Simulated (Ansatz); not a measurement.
CH$_{7}$Al$_{2}$NO

The calculation's input:

```
crystal:
  periodic: [false, false, false]
  atoms:
    - { symbol: C, position_ang: [-1.6847, 0.6012, -1.7396] }
    - { symbol: Al, position_ang: [-0.9798, -0.6346, -0.4273] }
    - { symbol: Al, position_ang: [1.1876, -0.1144, 0.5963] }
    - { symbol: "N", position_ang: [1.899, -1.1145, 2.1114] }
    - { symbol: O, position_ang: [2.2572, 1.2338, -0.0799] }
    - { symbol: H, position_ang: [-2.4329, 0.1256, -2.4262] }
    - { symbol: H, position_ang: [-2.2502, 1.4542, -1.2133] }
    - { symbol: H, position_ang: [-0.8707, 1.1056, -2.355] }
    - { symbol: H, position_ang: [-1.9508, -1.6029, 0.4] }
    - { symbol: H, position_ang: [1.8415, -2.1252, 1.8421] }
    - { symbol: H, position_ang: [1.0788, -1.0365, 2.8718] }
    - { symbol: H, position_ang: [1.9819, 2.0525, 0.4538] }
basis:
  gaussian: { orbitals: def2-SVP }
hamiltonian:
  xc: pbe
  dispersion: d4
relax:
  f_tol: 0.02
  max_steps: 50
output:
  orbitals: {}
```

Run with:

```sh
ansatz run input.yaml --threads 2 --pin off --max-ram 3072MiB --backend cpu --events-out ev --progress --plain --runs-dir out
```

The fields are those of the run's last geometry, not of the input's.

Level of theory: RKS PBE-D4/def2-SVP in Ansatz.

What will maps of the electron density and electron localisation function show?

Al–O (1.73 Å): ρ at the midpoint is about 0.78 e/Å³; the ELF peaks at about 0.85 in the valence shell of O, 0.6 Å from its nucleus, and is about 0.40 at the midpoint.
Al–N (1.80 Å): ρ at the midpoint is about 0.78 e/Å³; the ELF peaks at about 0.90 in the valence shell of N, 0.7 Å from its nucleus, and is about 0.55 at the midpoint.
C–Al (1.97 Å): ρ is about 0.69 e/Å³ halfway; the ELF peaks at about 0.95 between the atoms; a shared but strongly polarised pair.
Al–Al (2.58 Å): the density is about 0.4 e/Å³ at the midpoint; the ELF peaks at about 1 between the atoms, as expected for a covalent bond.

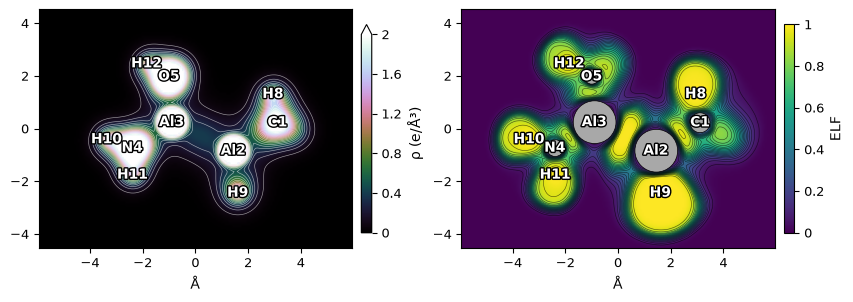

Computed electron density and electron localisation function on the plane of atoms Al3, Al2 and H9, in this order. Grey discs cover the atomic cores in the ELF map. 
